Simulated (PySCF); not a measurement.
System: C7H7Ga (SMILES C#C/C(C)=C/C#[C][GaH2]).

The calculation's input:

```
{"job": {"kind": "uv", "xc": "CAM-B3LYP", "basis": "def2-SVPD", "nstates": 8, "ntriplets": 3}, "charge": 0, "multiplicity": 1}
C     -2.644694    -2.747164     0.487220
C     -1.840260    -1.899053     0.208354
C     -0.908994    -0.899456    -0.147926
C     -0.914401    -0.470350    -1.581432
C     -0.079464    -0.388457     0.783325
C      0.872798     0.605441     0.511442
C      1.705145     1.467753     0.278915
Ga     2.999598     2.852941    -0.141271
H     -3.342388    -3.487663     0.743441
H     -1.908366    -0.122971    -1.863632
H     -0.192501     0.327436    -1.742836
H     -0.665709    -1.315027    -2.224669
H     -0.123030    -0.742681     1.805851
H      4.362913     2.933050     0.618092
H      2.674939     3.894190    -1.262441
```

Command:

```sh
OMP_NUM_THREADS=1 python probes_run.py task.json out
```

Geometry: GFN2-xTB.

All numbers below come from CAM-B3LYP/def2-SVPD, SCF density, gas phase in PySCF.

What will maps of the electron density and electron localisation function show?

C–C (1.20 Å): the density is about 2.7 e/Å³ at the midpoint; the ELF peaks at about 0.85 between the atoms: a short, multiple covalent bond.
C–Ga (1.94 Å): ρ is about 0.78 e/Å³ halfway; the ELF peaks at about 0.95 in the valence shell of C, 0.7 Å from its nucleus, and is about 0.50 at the midpoint.
C–H (1.05 Å): ρ is about 2.1 e/Å³ halfway; the ELF climbs to about 1 towards the hydrogen, as it does in any bond to H: a covalent bond by its length.
C–C (1.35 Å): ρ at the midpoint is about 2.2 e/Å³; the ELF peaks at about 0.95 between the atoms: localised, covalent bonding.

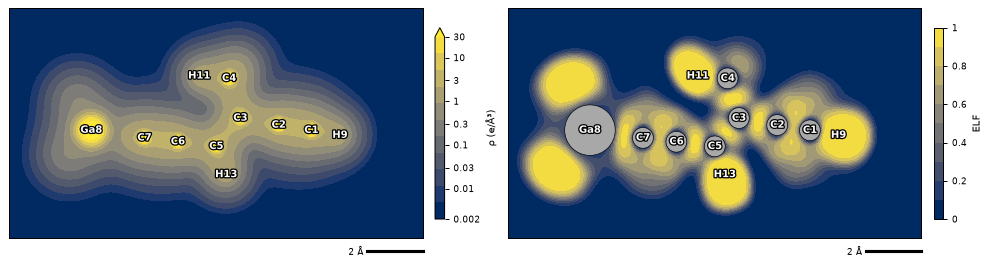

Computed electron density and electron localisation function on the plane of atoms C4, C3 and C5, in this order. Grey discs cover the atomic cores in the ELF map. 
